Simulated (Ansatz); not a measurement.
The figure comes from a scan of TaN (rock salt): a phonon pattern at X = (0.5, 0.5, 0.0) is frozen into a 4-atom cell, Q being the largest atomic displacement. All values below come from r2SCAN (plane waves to 500 eV, PAW, scalar-relativistic; Ansatz, an electronic-structure program). k mesh 18×18×18 (Γ-centred), Fermi-Dirac smearing 0.05 eV. The energy includes the smearing's −TS. With partly filled bands, energies and forces of such displacements shift with the k mesh and the smearing. Spin-orbit coupling is left out, though Ta is heavy. TaN is run without spin polarisation. TaN was relaxed with its symmetry unable to fall. This is a high-temperature form of TaN. The zero of ΔE is the undisplaced structure.

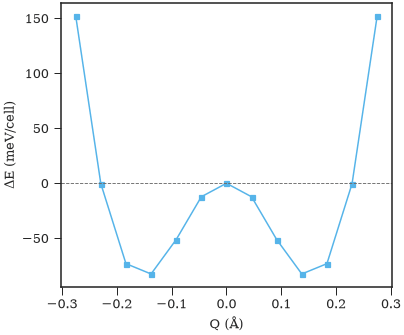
Figure: ΔE (meV/cell) against Q (Å); markers are the computed points, lines only join them.

Q: List the plotted points as numbers.

A: To the nearest 5:

```tsv
Q (Å)	ΔE (meV/cell)
-0.275	150
-0.229	0
-0.183	-75
-0.138	-80
-0.092	-50
-0.046	-10
0.000	0
0.046	-10
0.092	-50
0.138	-80
0.183	-75
0.229	0
0.275	150
```

(For displaced atoms, the force is minus the slope of the energy, and its curvature is a force constant, which sets phonon frequencies.)
